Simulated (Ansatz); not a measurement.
## HfO2 (tetragonal-ZrO2 type, space group P4_2/nmc): scan of one atom of the cell

Relaxed HfO$_{2}$ (tetragonal-ZrO2 type, space group P4_2/nmc):

```xyz
6
Lattice="3.5675 0.0000 0.0000 0.0000 3.5675 0.0000 0.0000 0.0000 5.1667" Properties=species:S:1:pos:R:3 pbc="T T T"
Hf     0.0000     0.0000     0.0000
Hf     1.7838     1.7838     2.5833
O      0.0000     1.7838     1.0339
O      0.0000     1.7838     3.6172
O      1.7838     0.0000     1.5495
O      1.7838     0.0000     4.1328
```

In each cell atom 4 (O, nearest neighbour Hf at 2.062 Å; its periodic images, 3.6 Å or more away, move with it) moves by s·(-0.865, 0.000, -0.501) (towards the nearest neighbour), the rest being held.

Level of theory: PBEsol (plane waves to 420 eV, PAW, scalar-relativistic; Ansatz, a quantum-chemistry and plane-wave program). k mesh 8×8×5 (Γ-centred), Fermi-Dirac smearing 0.05 eV. E stands for the smeared free energy. Left out: 3 of 11 points, with atoms too close for the PAW data. HfO2 is run without spin polarisation. HfO2 was relaxed with its symmetry unable to fall. Spin-orbit coupling is left out, though Hf is heavy. The PAW data are Ansatz's earlier set. This is a high-temperature form of HfO2. ΔE is measured from the undisplaced structure.

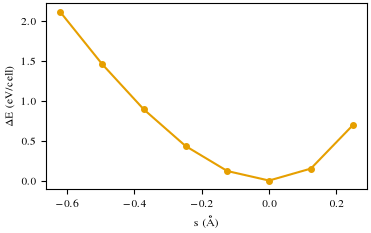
ΔE (eV/cell) against s (Å); computed points joined by lines.

The force along the line at s = -0.620 Å is 5.51 eV/Å and the energy at s = 0.248 Å is 691 meV/cell. The force constant k = d²E/ds² at s = 0 (finite differences) comes out as 17.2 eV/Å². Symmetry of the curve: not even: the positive side lies higher at ±0.248 Å. Harmonic estimate at the end of the scan: ½ks² = 528 meV/cell against the computed 691 meV/cell, so the well is stiffer than harmonic there.

With its periodic images moving along, the atom's site symmetry in this cell is mm2.

(A displaced cell: forces are minus the slopes of the energy, force constants its curvatures, and phonons follow from these.)
